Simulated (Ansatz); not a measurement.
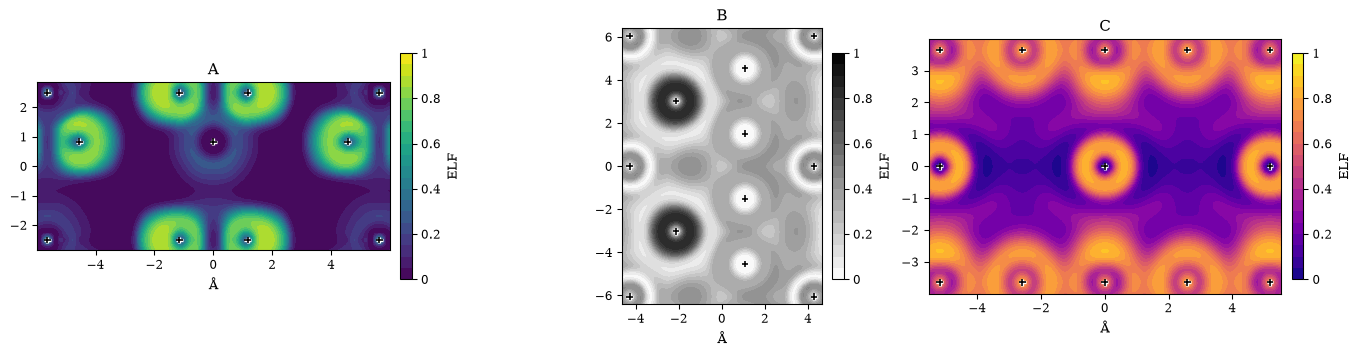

The ELF of 3 systems, each on a plane through atoms (crosses mark nuclei in the plane).

Method: DFT PBE, scalar-relativistic, plane waves, PAW (Ansatz 0.2.0).

System 1: MgSn4N, the (011) plane of the conventional cell. Space group F-43m; a structure generated by program, which may or may not match a known phase; computed without spin polarisation.

System 2: Zr2Si3, the (101) plane of the conventional cell. Space group P4/mmm; a structure generated by program, which may or may not match a known phase.

```
Zr Si
1.0
     5.17882    0.00000    0.00000
     0.00000    5.17882    0.00000
     0.00000    0.00000    5.12563
Zr Si
2 3
Direct
  0.50000 0.50000 0.50000
  0.50000 0.50000 0.00000
  0.50000 0.00000 0.00000
  0.00000 0.50000 0.00000
  0.00000 0.00000 0.00000
```

System 3: GaGeO4, the (110) plane of the conventional cell. Space group P-6m2; a structure generated by program, which may or may not match a known phase; computed without spin polarisation.

```
CELL_PARAMETERS angstrom
2.88924 0.00000 0.00000
-1.44462 2.50215 0.00000
0.00000 0.00000 11.27241
ATOMIC_POSITIONS crystal
Ga 0.00000 0.00000 0.50000
Ge 0.66667 0.33333 0.00000
O 0.66667 0.33333 0.59577
O 0.00000 0.00000 0.89720
O 0.00000 0.00000 0.10280
O 0.66667 0.33333 0.40423
```

Match each panel to its system.

Answer. Panel A is system 3, GaGeO4: the plane holds Ga, Ge and O. Ga–O (1.99 Å): the ELF peaks at about 0.80 in the valence shell of O, 0.6 Å from its nucleus, and is about 0.30 at the midpoint. Panel B is system 1, MgSn4N: the plane holds Mg, Sn and N. Sn–Sn (3.03 Å): the ELF is about 0.40 at the midpoint. Panel C is system 2, Zr2Si3: the plane holds Zr and Si.
